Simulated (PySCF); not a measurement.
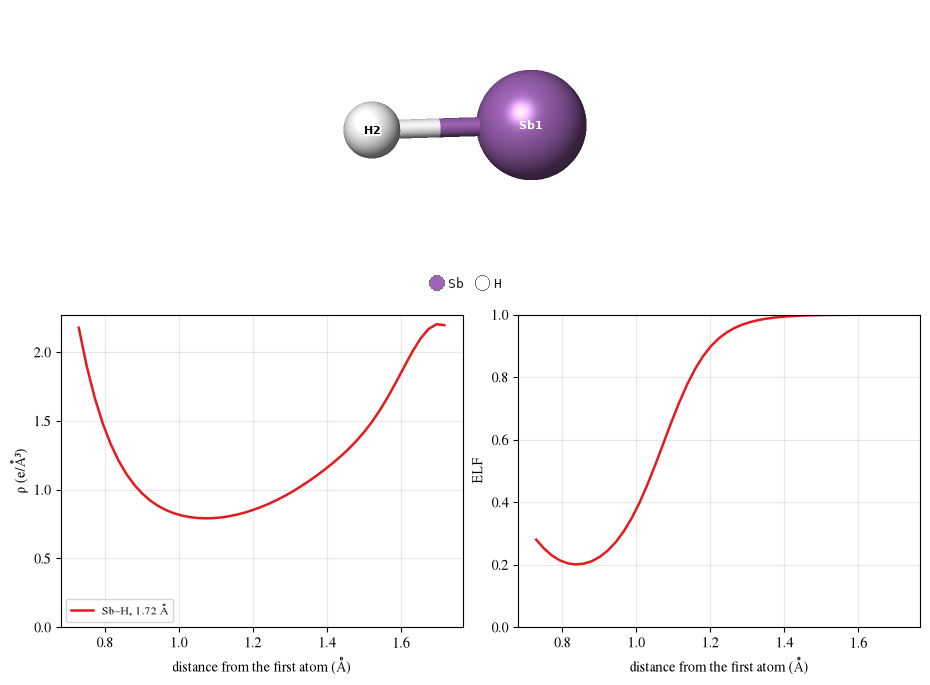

The picture shows: SbH (triplet). Electron density and ELF along straight lines between neighbouring atoms. The curves leave out the atomic cores. The structure is drawn too.

Core potentials replace the inner electrons of Sb.

Level of theory: PBE0/def2-TZVPPD, non-relativistic Hamiltonian with scalar-relativistic core potentials where named, at a bond length of 1.717 Å (PySCF 2.14.0).

```yaml
atoms:
  - { symbol: Sb, position_ang: [0.0000, 0.0000, -0.0142] }
  - { symbol: H, position_ang: [0.0000, 0.0000, 1.7028] }
```

Question: What can be read from the curves?

Answer: Sb–H (1.72 Å): the density is about 1.1 e/Å³ at the midpoint; the ELF climbs to about 1 towards the hydrogen.
